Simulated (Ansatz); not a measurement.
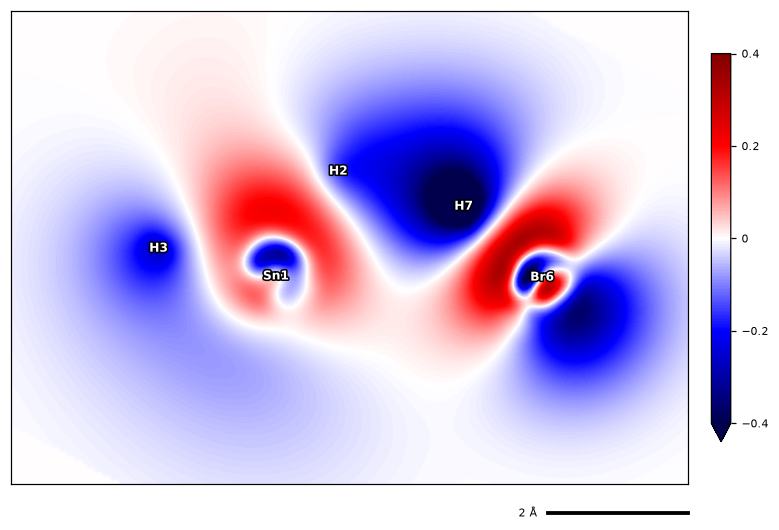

Figure. H4Sn···HBr. The LUMO on the plane of atoms H2, Sn1 and H3 (values in Å⁻³ᐟ²; the overall sign is arbitrary).

Core potentials replace the inner electrons of Sn; not at a stationary point (largest force 1.2 eV/Å).

All numbers below come from Ansatz, RKS PBE/def2-SVP.

Input

```
crystal:
  periodic: [false, false, false]
  atoms:
    - { symbol: Sn, position_ang: [0.0, 0.0, 0.0] }
    - { symbol: H, position_ang: [0.0, 0.0, 2.09] }
    - { symbol: H, position_ang: [1.6408, 0.0, -0.5794] }
    - { symbol: H, position_ang: [-0.8195, 1.4198, -0.5794] }
    - { symbol: H, position_ang: [-0.8195, -1.4198, -0.5794] }
    - { symbol: Br, position_ang: [-2.7426, 0.0, 0.9113] }
    - { symbol: H, position_ang: [-1.0109, 0.0, 2.145] }
basis:
  gaussian: { orbitals: def2-SVP }
hamiltonian:
  xc: pbe
relax:
  f_tol: 0.15
  max_steps: 25
  restrain:
    - { distance: [0, 5], at: 3.79, k: 30.0 }
    - { distance: [6, 1], at: 1.86, k: 30.0 }
    - { distance: [0, 1], at: 1.74, k: 30.0 }
    - { distance: [6, 5], at: 1.55, k: 30.0 }
output:
  orbitals: {}
```

Run with:

```sh
ansatz run input.yaml --threads 2 --pin off --max-ram 3072MiB --backend cpu --events-out ev --progress --plain --runs-dir out
```

The fields are those of the run's last geometry, not of the input's.

Where does this orbital lie, and at what energy?

Its weight (Hirshfeld) is mainly on Br6 (about 35 %), H7 (about 25 %), Sn1 (about 20 %) and H2 (about 10 %). Its energy is −1.52 eV.
